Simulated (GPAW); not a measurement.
Run report: B$_{3}$H$_{5}$O, atomisation calculation

System: B$_{3}$H$_{5}$O.
Method: LDA (PW92)/plane waves, scalar-relativistic datasets (GPAW 26.7.0).

The geometry comes from this level: GFN2-xTB.

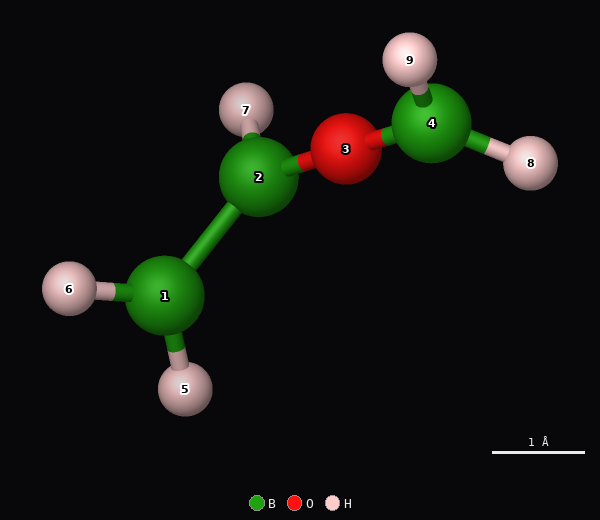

*The structure as given in the input (ball-and-stick view, seen at a tilt; atoms are numbered from 1 in the order of the input).*

Bond lengths as drawn: B–B 1.66 Å, B–H 1.17 to 1.20 Å and B–O 1.29 to 1.30 Å.

Input file (mol_atomise.py):
```python
from ase import Atoms
from ase.io import read
from gpaw import GPAW, PW

# Atomic positions
mol = read('mol.xyz')
mol.center(vacuum=4.5)

# DFT calculator
calculator = GPAW(mode={'name': 'pw', 'ecut': 300},
                  xc='LDA',
                  maxiter=100,
                  symmetry='off',
                  txt='-')
mol.calc = calculator

e = mol.get_potential_energy()
e_mol = {'LDA': e}

# Free atoms in the same box, Hund's rule
e_atom = {}
for symbol in sorted(set(mol.symbols)):
    atom = Atoms(symbol, cell=mol.cell, pbc=mol.pbc)
    atom.center()
    atom.calc = GPAW(mode={'name': 'pw', 'ecut': 300},
                     xc='LDA',
                     maxiter=150,
                     symmetry='off',
                     hund=True,
                     txt=f'{symbol}_atom.txt')
    e = atom.get_potential_energy()
    e_atom[symbol] = {'LDA': e}

atomisation = {xc: sum(e_atom[x][xc] for x in mol.symbols) - e_mol[xc] for xc in e_mol}
for xc, de in atomisation.items():
    print(f'{xc:32} {de:9.3f} eV')
```

File mol.xyz:
```
9

B     -1.005080     1.452300     0.635260
B      0.210990     0.729280    -0.240650
O      0.464550    -0.546920    -0.311150
B      0.692930    -1.818890    -0.354490
H     -2.054990     1.686150     0.170830
H     -0.838320     1.845490     1.726400
H      0.934410     1.439380    -0.875470
H      0.170140    -2.478350    -1.184280
H      1.425360    -2.308440     0.433560
```

Machine: 1 thread of Intel Xeon @ 2.50GHz (Skylake/Cascade Lake), 189 GiB of memory available, shared host.

Launched with:
```bash
python mol_atomise.py > mol_atomise.log
```

Log:
```
__  _  _
 | _ |_)|_||  |
 |__||  | ||/\| - 26.7.0

units:  Angstrom and eV
cores:  1
OpenMP: False

Versions:
  Python: 3.12.14
  ASE:    3.29.0
  Numpy:  2.5.5
  Scipy:  1.18.1
  Libxc:  7.0.0

Input parameters:
  mode=PW(ecut=300),
  maxiter=100,
  symmetry=Symmetry(point_group=False, time_reversal=False),
  xc=XC(name='LDA')

Diagonalizing LCAO Hamiltonian
Converting LCAO to pw mode
         .------------------------------.
        /|                              |
       / |                              |
      /  |                              |
     /   |                              |
    /    |                              |
   /     |                              |
  /      |                              |
 *       |          H                   |
 |       |                              |
 |       |       H  B                   |
 |       |                              |
 |       |            O HH              |
 |       |            B                 |
 |       |                              |
 |       .----------H-------------------.
 |      /                              /
 |     /                              /
 |    /                              /
 |   /                              /
 |  /                              /
 | /                              /
 |/                              /
 *------------------------------*

Atoms  # Å, Bohr magnetons
|   | symbol |        x |        y |        z |    initial magnetic moments |
|---|--------|----------|----------|----------|-----------------------------|
| 0 |      B | 5.549910 | 8.430650 | 6.319540 | ( 0.0000,  0.0000,  0.0000) |
| 1 |      B | 6.765980 | 7.707630 | 5.443630 | ( 0.0000,  0.0000,  0.0000) |
| 2 |      O | 7.019540 | 6.431430 | 5.373130 | ( 0.0000,  0.0000,  0.0000) |
| 3 |      B | 7.247920 | 5.159460 | 5.329790 | ( 0.0000,  0.0000,  0.0000) |
| 4 |      H | 4.500000 | 8.664500 | 5.855110 | ( 0.0000,  0.0000,  0.0000) |
| 5 |      H | 5.716670 | 8.823840 | 7.410680 | ( 0.0000,  0.0000,  0.0000) |
| 6 |      H | 7.489400 | 8.417730 | 4.808810 | ( 0.0000,  0.0000,  0.0000) |
| 7 |      H | 6.725130 | 4.500000 | 4.500000 | ( 0.0000,  0.0000,  0.0000) |
| 8 |      H | 7.980350 | 4.669910 | 6.117840 | ( 0.0000,  0.0000,  0.0000) |

Unit cell  # Å
| periodic |         x |         y |         z |   lengths |    angles |
|----------|-----------|-----------|-----------|-----------|-----------|
|       no | 12.480350 |  0.000000 |  0.000000 | 12.480350 | 90.000000 |
|       no |  0.000000 | 13.323840 |  0.000000 | 13.323840 | 90.000000 |
|       no |  0.000000 |  0.000000 | 11.910680 | 11.910680 | 90.000000 |

Number of symmetries: 1
Symmetry operations  # r_c * U_cc + t_c -> r_c
|   | kind |            matrix            |
|---|------|------------------------------|
| 0 |  E   |  1, 0, 0,  0, 1, 0,  0, 0, 1 |

BZ-sampling:
  Number of BZ points: 1
  Number of IBZ points: 1

  Monkhorst-Pack size: [1, 1, 1]
  Monkhorst-Pack shift: [0, 0, 0]

K-points  # in reciprocal-cell coordinates
|   |                                coordinates |     weight |
|---|--------------------------------------------|------------|
| 0 | (  0.00000000,   0.00000000,   0.00000000) | 1.00000000 |

Plane wave coefficients: 11710
Cutoff: 300.0 eV

Spin-components: 1 (collinear spins)
Bands:           16
Projectors:      35
Spin-degeneracy: 2
Datatype:        float64

  Storage: CPU
  Wave functions: 2_997_760 bytes (2_997_760 per core)
  Projectors: 5_808_160 bytes (5_808_160 per core)

Parallelization:
  kpt:    1
  domain: 1
  band:   1

Density:
  Valence electrons: 20.0
  Components: 1
  Grid points: [50 54 48]
  Charge: 0.0  # |e|

Potential:
  Grid points: [50 54 48]

species:
  B:
    name:    Boron
    Z:       5.0
    valence: 3
    core:    2
    charge:  0.0  # [|e|]
    file:    B.LDA.gz
    compensation charges:
      type: gauss
      rc: 0.20  # [Å]
      lmax: 2
    cutoffs:
      filter: 1.14  # [Å]
      core: 1.42  # [Å]
    projectors
    | kind |    occ | energy [eV] | rcut [Å] |
    |------|--------|-------------|----------|
    |   2s |  2.000 |      -9.383 |    0.635 |
    |   2p |  1.000 |      -3.714 |    0.635 |
    |    s |        |      17.828 |    0.635 |
    |    p |        |      23.498 |    0.635 |
    |    d |        |       0.000 |    0.635 |

    Using partial waves for B as LCAO basis

  O:
    name:    Oxygen
    Z:       8.0
    valence: 6
    core:    2
    charge:  0.0  # [|e|]
    file:    O.LDA.gz
    compensation charges:
      type: gauss
      rc: 0.21  # [Å]
      lmax: 2
    cutoffs:
      filter: 1.17  # [Å]
      core: 0.83  # [Å]
    projectors
    | kind |    occ | energy [eV] | rcut [Å] |
    |------|--------|-------------|----------|
    |   2s |  2.000 |     -23.752 |    0.688 |
    |   2p |  4.000 |      -9.195 |    0.598 |
    |    s |        |       3.459 |    0.688 |
    |    p |        |      18.016 |    0.598 |
    |    d |        |       0.000 |    0.619 |

    Using partial waves for O as LCAO basis

  H:
    name:    Hydrogen
    Z:       1.0
    valence: 1
    core:    0
    charge:  0.0  # [|e|]
    file:    H.LDA.gz
    compensation charges:
      type: gauss
      rc: 0.15  # [Å]
      lmax: 2
    cutoffs:
      filter: 0.85  # [Å]
      core: 0.53  # [Å]
    projectors
    | kind |    occ | energy [eV] | rcut [Å] |
    |------|--------|-------------|----------|
    |   1s |  1.000 |      -6.353 |    0.476 |
    |    s |        |      20.858 |    0.476 |
    |    p |        |       0.000 |    0.476 |

    Using partial waves for H as LCAO basis

Reference energy: -4076.395712  # eV

eigensolver:
  PPCG
  Converge bands: occupied
  niter=2

density mixing:
  MSR1-Mixer
  Pratt-step length: 0.05
  Maximum mixing coefficient: 0.75
  Old densities: 10
  SVD Regularization: 0.005
  Good broyden scale: 1.0
  Trust region scale: 1.0
  Backstep threshold: 4.0
  History deletion threshold: 6.0
  Fourier metric: weight=20.0, sigma=0.015

occupation numbers:
  # Zero width

poisson solver:
  ecut: 2400.0  # eV

xc functional:
  name: None

Initialization done in: 4.605 s

convergence criteria:
- Maximum [total energy] change in last 3 cyles: 0.0005 eV / valence electron
- Maximum integral of absolute [dens]ity change: 0.0001 electrons / valence electron
- Maximum integral of absolute [eigenst]ate change: 4e-08 eV^2 / valence electron
maximum number of iterations: 100

SCF iterations
|iter     |     time |      energy | eigst |  dens |
|---------|----------|-------------|-------|-------|
|iter:   1| 00:00:05 |  -42.122662 | +0.65 |       |
|iter:   2| 00:00:07 |  -41.647469 | -1.05 | -0.54 |
|iter:   3| 00:00:09 |  -37.835890 | -0.64 | -0.57 |
|iter:   4| 00:00:11 |  -37.645506 | -1.71 | -1.16 |
|iter:   5| 00:00:14 |  -37.631874 | -2.56 | -1.72 |
|iter:   6| 00:00:16 |  -37.628711 | -3.38 | -2.04 |
|iter:   7| 00:00:17 |  -37.628681c| -4.72 | -2.42 |
|iter:   8| 00:00:18 |  -37.628683c| -6.14 | -3.19 |
|iter:   9| 00:00:19 |  -37.628683c| -7.38 | -3.81 |
|iter:  10| 00:00:20 |  -37.628682c| -7.76c| -4.45c|

Converged in 10 steps
SCF loop duration: 16.189 s (1.619 s/step)
Energy contributions relative to reference atoms: (reference = -4076.395712)

Energy contributions:
  Kinetic:          21.709938
  Coulomb:         -17.499428
  Zero:             -0.066523
  External:          0.000000
  Xc:              -41.772670
  Entropy:           0.000000
  Spinorbit:         0.000000
  ----------------------------
  Free energy:     -37.628682
  Extrapolated:    -37.628682

dipole moment: (-0.029207, 0.068949, 0.016133)  # |e|*Ang

Fermi level: -4.851
Eigenvalues  # (at kpt = [0.000, 0.000, 0.000])
| band index |      eig [eV] | occ [0-2] |
|------------|---------------|-----------|
|          0 |       -27.895 |     2.000 |
|        ... |               |           |
|          2 |       -12.651 |     2.000 |
|          3 |       -11.234 |     2.000 |
|          4 |       -11.182 |     2.000 |
|          5 |       -10.590 |     2.000 |
|          6 |        -9.573 |     2.000 |
|          7 |        -8.414 |     2.000 |
|          8 |        -7.061 |     2.000 |
|          9 |        -6.569 |     2.000 |
|         10 |        -3.132 |     0.000 |
|         11 |        -1.578 |     0.000 |
|         12 |        -1.478 |     0.000 |
|         13 |        -0.240 |     0.000 |
|         14 |         0.524 |     0.000 |
|         15 |         0.572 |     0.000 |

Gap: 3.437 eV
Transition (v -> c):
  (s=0, k=0, n=9, [0.00, 0.00, 0.00]) -> (s=0, k=0, n=10, [0.00, 0.00, 0.00])
No difference between direct/indirect transitions
vacuum-level: 0.241  # V
LDA                                 38.006 eV
```

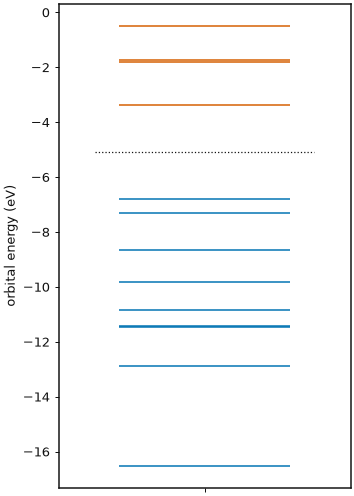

*Orbital energies near the frontier; the dotted line parts filled from empty levels, and levels within 0.02 eV of each other stand side by side.*

Highest filled −6.81 eV, lowest empty −3.37 eV, 3.44 eV apart.

Summary:

| quantity | value |
| --- | --- |
| outcome | converged |
| energy relative to the program's reference atoms | −37.6287 eV |
| atomisation energy | 38.006 eV |
| HOMO | −6.81 eV |
| LUMO | −3.37 eV |
| dipole moment | 0.37 D |
| wall time | 52 s |
| peak memory | 0.84 GiB |
